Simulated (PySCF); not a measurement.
## Electronic structure of CH4Cl3N2Si2 (SMILES ClC(Cl)(Cl)[Si]1N[SiH2]N1) (doublet) in real space

```xyz
12

Cl   -1.9604   -0.6436    1.4396
C    -2.0416    0.2733   -0.0862
Cl   -2.7958    1.8420    0.2454
Cl   -3.0695   -0.6204   -1.2196
Si   -0.2574    0.5377   -0.8610
N     0.8789    1.0490    0.3538
Si    1.8829   -0.3833    0.2951
N     0.6608   -0.9404   -0.8269
H     1.0156    1.9340    0.8049
H     3.1798   -0.1572   -0.3266
H     1.8967   -1.1241    1.5470
H     0.6112   -1.7677   -1.3914
```

Geometry: GFN2-xTB.

These are results of UKS B3LYP, pcH-1 on C Cl H N Si, non-relativistic, mean-field spin-orbit, GIAO in PySCF 2.14.0, density-fitted response routines, not measurements.

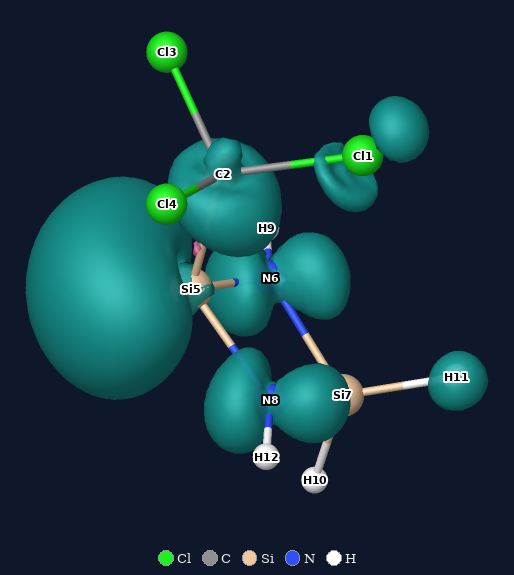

Figure 1. Isosurfaces of the spin density at +0.015 (teal) and −0.015 e/Å³ (pink), seen at an oblique angle.

**Where is the unpaired spin?**

The unpaired spin (1 electron) lies mostly on Si5 (about 0.7), C2 (about 0.1), N6 (about 0.1) and N8 (about 0.1), in electrons by Hirshfeld's partition.

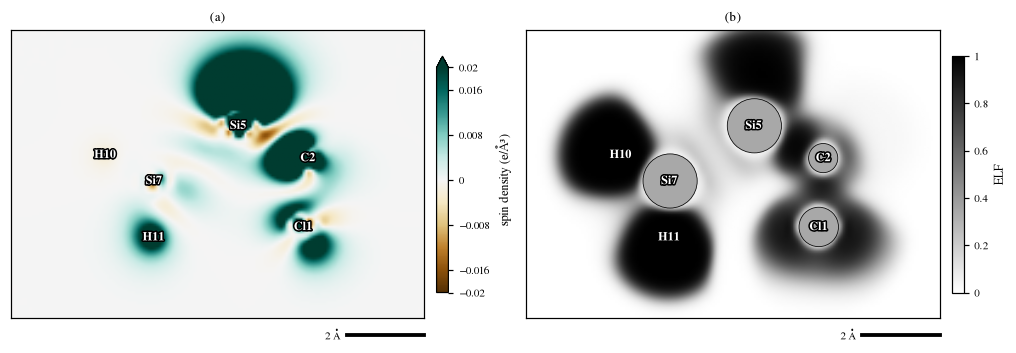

Figure 2. (a) spin density (α minus β); (b) electron localisation function on the plane of atoms H10, Si7 and H11. Grey discs cover the atomic cores in the ELF map.

**What do the fields say about this system?**

The plane passes through Cl, C, Si and H nuclei. C–Cl (1.78 Å): the ELF peaks at about 0.90 between the atoms; localised, covalent bonding. C–Si (1.96 Å): the ELF peaks at about 1 between the atoms (a covalent bond). Si–H (1.45 Å): the ELF climbs to about 1 towards the hydrogen, as it does in any bond to H. The ELF also peaks beside Cl1 and Si5, away from the bonds: non-bonding electrons, paired or unpaired.

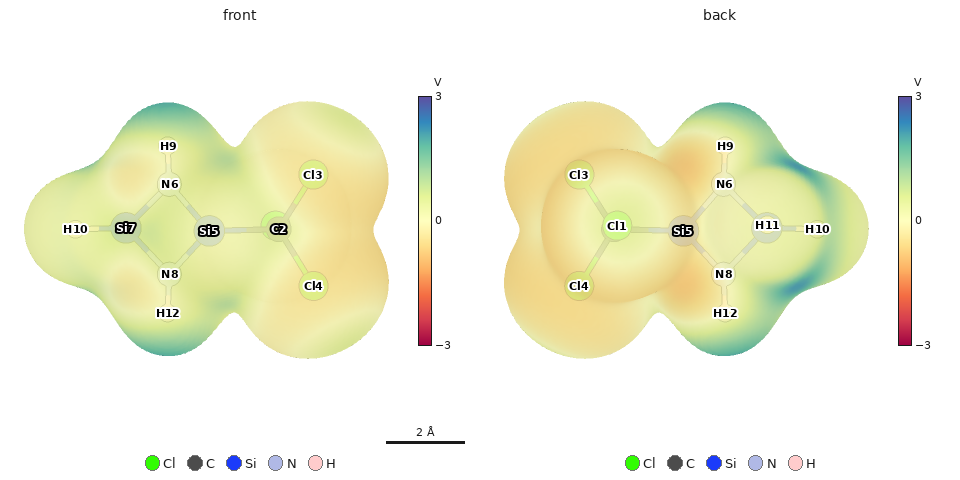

Figure 3. The molecular electrostatic potential painted on the density surface at 0.002 e/bohr³, seen from the front and from behind; the colour scale runs from red (negative) to blue (positive).

**Describe the electrostatic potential map.**

The most negative region (about −0.8 V, or −18 kcal/mol for a unit charge) lies over Cl1, N6 and N8, the most positive (about +2.1 V, or +48 kcal/mol for a unit charge) over Si7. Cl1 shows a σ-hole: about +0.5 V, or +12 kcal/mol for a unit charge at the tip opposite its bond, against about −0.6 V, or −14 kcal/mol for a unit charge on its flanks. Cl3 shows a σ-hole: about +0.5 V, or +12 kcal/mol for a unit charge at the tip opposite its bond, against about −0.4 V, or −9 kcal/mol for a unit charge on its flanks. Cl4 shows a σ-hole: about +0.5 V, or +12 kcal/mol for a unit charge at the tip opposite its bond, against about −0.4 V, or −9 kcal/mol for a unit charge on its flanks.
